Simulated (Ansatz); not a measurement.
# BH₂ radical: geometry and frequencies at several levels

Wanted for BH₂ radical: geometry and frequencies at several levels. Spin multiplicity 2.

Computed with Ansatz 0.2.0 (the levels named in each step, unless a step's input says otherwise).

### 1 The system as given

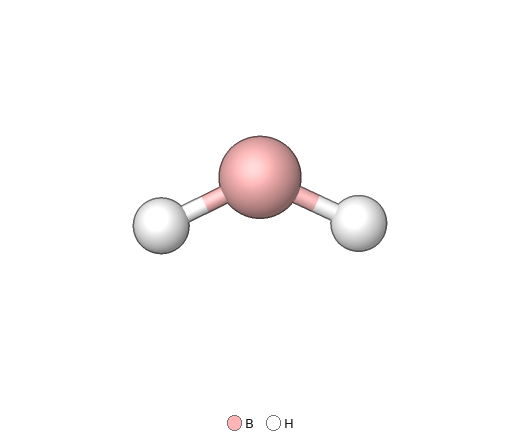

Start, viewed from a chosen angle; boron pink, hydrogen white.

As a file:

```xyz
3

B     0.0003    0.0787   -0.0006
H    -1.0470   -0.4176   -0.0019
H     1.0435   -0.4264    0.0086
```

### 2 A rough first relaxation, PBE-D4/def2-SVP

File input.yaml:

```yaml
crystal:
  periodic: [false, false, false]
  atoms:
    - { symbol: B, position_ang: [0.00033, 0.07869, -0.00062] }
    - { symbol: H, position_ang: [-1.04703, -0.41764, -0.00195] }
    - { symbol: H, position_ang: [1.04347, -0.42636, 0.00858] }
magnetization:
  spin_polarized: true
  initial_magnetization: 1
basis:
  gaussian: { orbitals: def2-SVP }
hamiltonian:
  xc: pbe
  dispersion: d4
relax:
  f_tol: 0.03
  max_steps: 200
```

Launch:

```console
$ ansatz run input.yaml --threads 1 --pin off --max-ram 2560MiB --backend cpu --events-out ev --progress --plain --runs-dir out
```

Further steps of the session: Relaxation, PBE0-D4/def2-TZVPP; Frequencies, PBE0-D4/def2-TZVPP; Relaxation, PBE-D4/def2-TZVPP; Frequencies, PBE-D4/def2-TZVPP; Relaxation, r2SCAN-D4/def2-TZVPP; Frequencies, r2SCAN-D4/def2-TZVPP; Relaxation, B3LYP-D4/def2-TZVPP; Frequencies, B3LYP-D4/def2-TZVPP; Relaxation, B2PLYP/def2-TZVPP; Frequencies, B2PLYP/def2-TZVPP.

Before running it: what results should come out? Wanted: B1–H2 at B2PLYP/def2-TZVPP; B1–H3 at B2PLYP/def2-TZVPP; frequencies at B2PLYP/def2-TZVPP.

**Answer**, as computed:

| quantity | value |
| --- | --- |
| B1–H2 at B2PLYP/def2-TZVPP | 1.184 Å |
| B1–H3 at B2PLYP/def2-TZVPP | 1.184 Å |
| frequencies at B2PLYP/def2-TZVPP | 1009 to 2785 cm⁻¹ |

What this shows: The B–H distance spreads over 0.013 Å, from B2PLYP/def2-TZVPP (shortest) to PBE-D4/def2-TZVPP. No mode is imaginary, so the geometry is a minimum.
